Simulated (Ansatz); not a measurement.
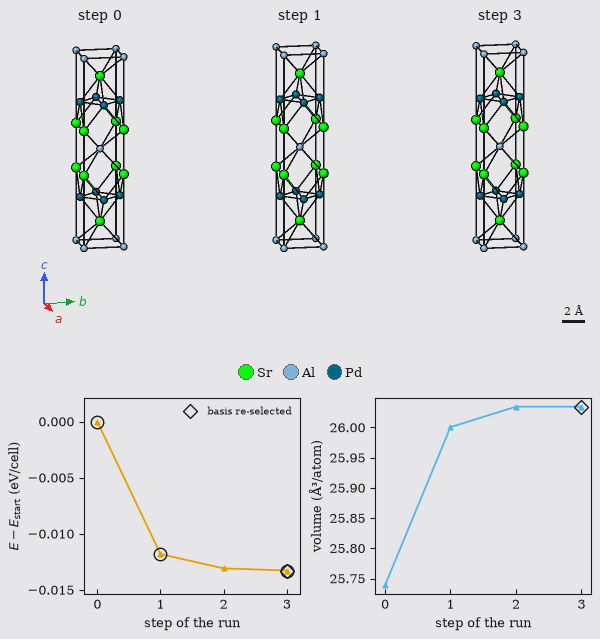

Frames of a relaxation of a crystal of Sr2AlPd2 (built on the ThCr2Si2 type), marked on the history of the run. Style: ball-and-stick. Shown: the conventional cell (2 times the calculation's cell), slightly off an axis. Lengths and directions refer to the drawn axes.

Case: ThCr2Si2 type (I4/mmm, No. 139).

The calculation used DFT PBEsol, scalar-relativistic, plane waves, PAW in Ansatz 0.2.0. Settings: plane-wave cutoff 420 eV; k-point mesh 14 × 14 × 14; occupations gaussian; smearing width 0.1 eV; no spin polarisation; cell and atoms relaxed; force threshold 0.01 eV/Å; at most 80 steps.

Q: Describe the path.

A: The largest moves relative to the cell, 0.037 Å, are those of Sr atoms. Pd and Al stay in place. Cell: a = b 3.776 → 3.754 Å (−0.6 %), c 18.048 → 18.477 Å (+2.4 %). Volume +1.1 %. Some distances before and after: Al–Sr 3.408 → 3.450 Å, Pd–Pd 2.670 → 2.654 Å, Pd–Sr 3.050 → 3.058 Å. The space group stays I4/mmm (No. 139). Over 2 accepted moves (3 points after the start) the energy falls by 13.3 meV per cell of the calculation. The largest force component goes from 0.09 to 0.0079 eV/Å. Pressure: 0.26 GPa at the start and −0.01 GPa at the end. At 1 point the geometry stayed and the basis and grid were re-selected for the new cell (energy shift of 0.2 meV per cell of the calculation at most each time). The run took 4.6 min on 1 thread of Arm Neoverse V1, on a shared host, peak memory 0.96 GiB. From step 0 to 1: Sr atoms move most (0.04 Å), volume +1.0 %, energy −11.8 meV per cell of the calculation. From step 1 to 3: volume +0.1 %, energy −1.5 meV per cell of the calculation.

| step | E − E(0), meV/atom | largest force component, eV/Å | pressure, GPa | volume, Å³/atom | note |
| --- | --- | --- | --- | --- | --- |
| 0 | 0.00 | 0.0899 | 0.26 | 25.739 |  |
| 1 | -2.36 | 0.0406 | 0.06 | 26.001 |  |
| 2 | -2.62 | 0.0081 | -0.01 | 26.034 |  |
| 3 | -2.65 | 0.0079 | -0.01 | 26.034 | same geometry, new basis |
